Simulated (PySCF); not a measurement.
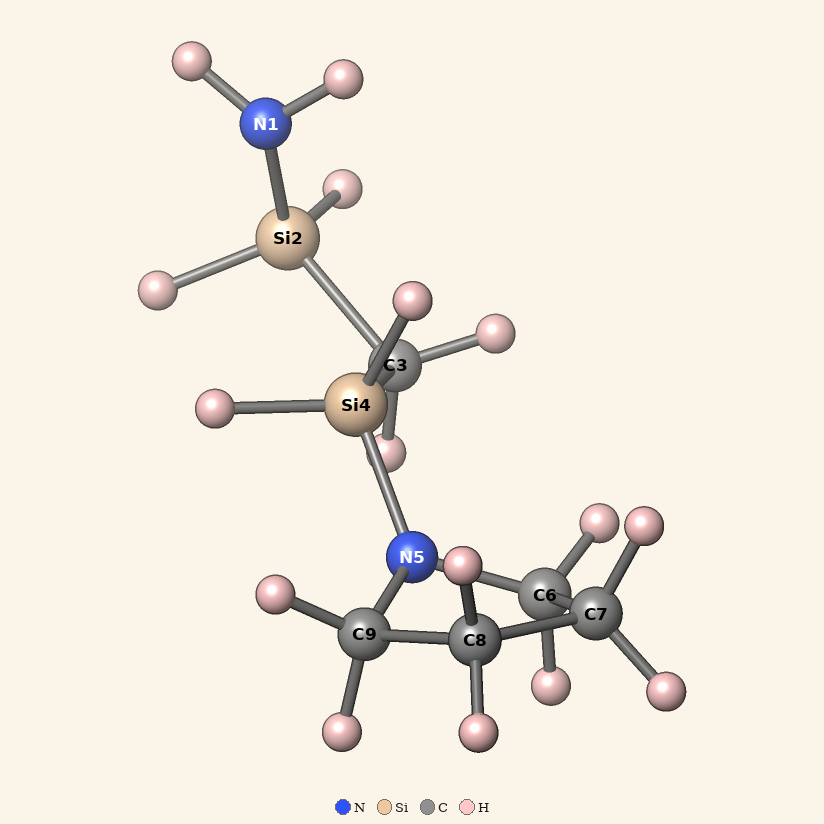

Atoms fade into the background with distance from the viewer. The geometry was computed by an optimisation with PBE0-D3(BJ)/def2-SVP. No frequency run is at hand to confirm it as a minimum.

Q: What is the conformation of the ring N5–C6–C7–C8–C9?

A: It is an envelope, with N5 as the flap. The Cremer–Pople amplitude Q is 0.37 Å.

Q: Give the torsion angles round the ring, beginning with the bond from its second to its third atom.

A: 23°, 0°, −23°, 39°, −39°.
